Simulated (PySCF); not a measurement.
NMR shielding calculation of C5H10FNSi2

The run: NMR shielding calculation of C5H10FNSi2. Method and program: GIAO PBE0/pcSseg-1 NMR shielding, non-relativistic, gas phase (PySCF 2.14.0).

The geometry comes from this level: GFN2-xTB. It belongs to a series of runs on one base structure; here: H on C replaced by vinyl. Figures and captions count atoms from 1; the log counts them from 0 in places.

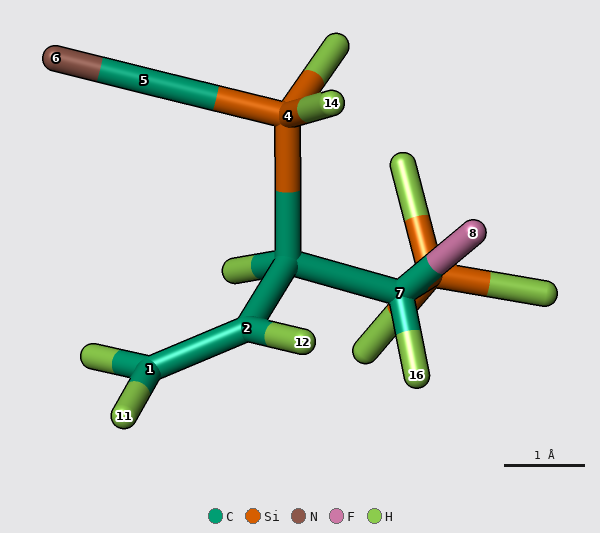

Fig. 1: The input geometry (stick view, seen at an oblique angle; atoms are numbered from 1 in the order of the input).

Summary

| quantity | value |
| --- | --- |
| outcome | converged |
| total energy | −929.375390 hartree |
| HOMO | −7.71 eV |
| LUMO | −0.48 eV |
| dipole moment | 3.69 D |
| isotropic shielding, C | 43.0 to 143.1 ppm |
| isotropic shielding, Si | 420.9 to 421.0 ppm |
| isotropic shielding, N | −96.7 ppm |
| isotropic shielding, F | 413.0 ppm |
| isotropic shielding, H | 25.4 to 29.4 ppm |
| hardware | 1 CPU thread, shared host |
| wall time | 81 s |
| peak memory | 1.1 GiB |

Input
```
{"job": {"kind": "nmr", "xc": "PBE0", "basis": "pcSseg-1"}, "charge": 0, "multiplicity": 1}
C     -2.097446    -1.264719    -1.108683
C     -1.452300    -0.839844    -0.037185
C     -0.131150    -0.141983    -0.062869
Si    -0.428117     1.735843     0.212886
C     -1.255830     2.302261    -1.364118
N     -1.757205     2.653381    -2.332176
C      0.814931    -0.667468     1.014687
F      0.650708     0.102962     2.176143
Si     2.673885    -0.628278     0.532133
H     -1.694491    -1.134857    -2.099956
H     -3.055629    -1.750180    -1.042321
H     -1.881075    -0.974164     0.948128
H      0.327357    -0.296018    -1.045031
H     -1.359141     1.985643     1.309266
H      0.830463     2.473333     0.326009
H      0.520536    -1.680822     1.317866
H      3.000913     0.720000     0.070698
H      2.840590    -1.604938    -0.544204
H      3.443196    -0.980901     1.721266
```

The first line tells a small driver script what to run in PySCF; the rest is the geometry in Å.

Command:
```bash
OMP_NUM_THREADS=1 python <driver script> task.json out
```

The program's output
```
coarse grid: 17032 points
cycle   1  E = -929.2374896018  dE =  7.862e-01  |g| = 6.004e-01  |ddm| = 3.933e+00
cycle   2  E = -929.1108769183  dE =  1.266e-01  |g| = 1.000e+00  |ddm| = 1.136e+00
cycle   3  E = -929.3055702508  dE = -1.947e-01  |g| = 2.197e-01  |ddm| = 7.219e-01
cycle   4  E = -929.3153021684  dE = -9.732e-03  |g| = 6.615e-02  |ddm| = 1.605e-01
cycle   5  E = -929.3160894786  dE = -7.873e-04  |g| = 2.064e-02  |ddm| = 4.592e-02
cycle   6  E = -929.3161710651  dE = -8.159e-05  |g| = 4.231e-03  |ddm| = 1.893e-02
cycle   7  E = -929.3161750093  dE = -3.944e-06  |g| = 1.365e-03  |ddm| = 5.061e-03
final grid: 156208 points
cycle   8  E = -929.3753735101  dE = -3.733e-05  |g| = 8.155e-03  |ddm| = 2.778e-02
cycle   9  E = -929.3753578433  dE =  1.567e-05  |g| = 1.178e-02  |ddm| = 1.682e-02
cycle  10  E = -929.3753892867  dE = -3.144e-05  |g| = 1.727e-03  |ddm| = 9.940e-03
cycle  11  E = -929.3753899062  dE = -6.195e-07  |g| = 5.371e-04  |ddm| = 1.427e-03
cycle  12  E = -929.3753899538  dE = -4.764e-08  |g| = 2.699e-04  |ddm| = 4.300e-04
cycle  13  E = -929.3753899685  dE = -1.470e-08  |g| = 5.496e-05  |ddm| = 1.824e-04
cycle  14  E = -929.3753899692  dE = -6.469e-10  |g| = 2.213e-05  |ddm| = 5.786e-05
```

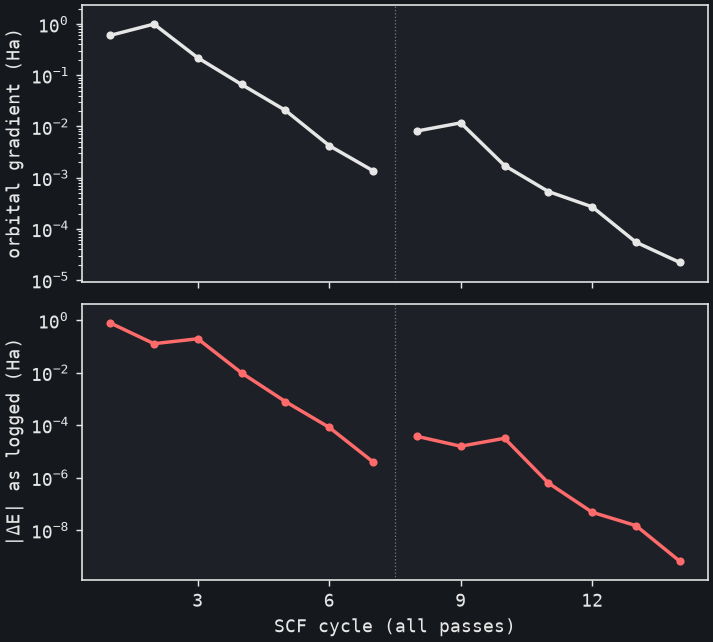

Fig. 2: Convergence of the self-consistent field: orbital gradient and size of the energy change against the SCF cycle. The dotted line marks the change from a coarse to the final integration grid. The first 7 cycles use a coarse grid, the final grid takes over at cycle 8, and the field converges after 14 cycles in all.

```
converged SCF energy = -929.3753899692

GIAO shielding tensors (ppm)
atom      isotropic    diamagn.    paramagn.     s11        s22        s33       span
  0 C       62.681     254.713    -192.031    -47.062     75.876    159.230    206.292
  1 C       43.045     257.355    -214.310    -75.415     54.265    150.284    225.698
  2 C      143.078     254.459    -111.381    129.875    142.212    157.146     27.271
  3 Si     421.012     880.178    -459.166    397.649    409.221    456.167     58.518
  4 C       62.835     262.994    -200.159    -51.850    -47.308    287.663    339.512
  5 N      -96.721     337.985    -434.706   -299.222   -294.173    303.233    602.455
  6 C       93.152     247.100    -153.948     51.609     73.434    154.413    102.804
  7 F      413.026     476.632     -63.606    338.599    405.190    495.288    156.689
  8 Si     420.892     880.108    -459.216    389.924    414.871    457.881     67.958
  9 H       26.165      33.255      -7.090     22.252     25.633     30.610      8.357
 10 H       26.175      29.303      -3.127     23.328     25.154     30.043      6.715
 11 H       25.408      32.619      -7.211     23.259     24.403     28.562      5.303
 12 H       29.427      36.523      -7.096     25.522     30.649     32.111      6.589
 13 H       27.467      28.850      -1.383     23.677     26.464     32.261      8.584
 14 H       27.009      29.276      -2.267     22.952     26.359     31.716      8.764
 15 H       26.455      31.499      -5.044     24.597     26.144     28.624      4.028
 16 H       27.705      29.663      -1.959     23.939     27.742     31.433      7.495
 17 H       27.933      29.421      -1.488     24.531     26.237     33.032      8.500
 18 H       27.660      28.461      -0.801     24.115     25.460     33.405      9.290
```

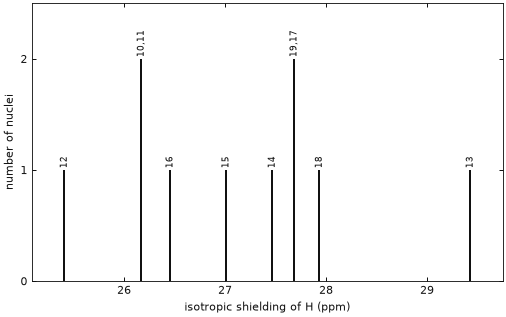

Fig. 3: Isotropic shieldings of the hydrogen nuclei in this fixed geometry, labelled by atom number; shielding grows to the right, so chemical shift grows to the left. The least shielded is H12 (25.4 ppm), the most shielded H13 (29.4 ppm).

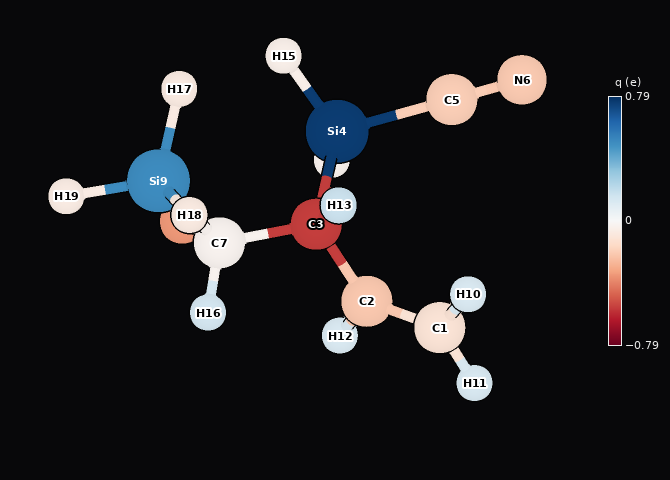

Fig. 4: Mulliken charges, as the colour of each atom (ball-and-stick view, seen at a tilt; atoms are numbered from 1 in the order of the input). By element: C −0.55 to −0.03, Si +0.50 to +0.75, N −0.21, F −0.34 and H −0.07 to +0.17 e.
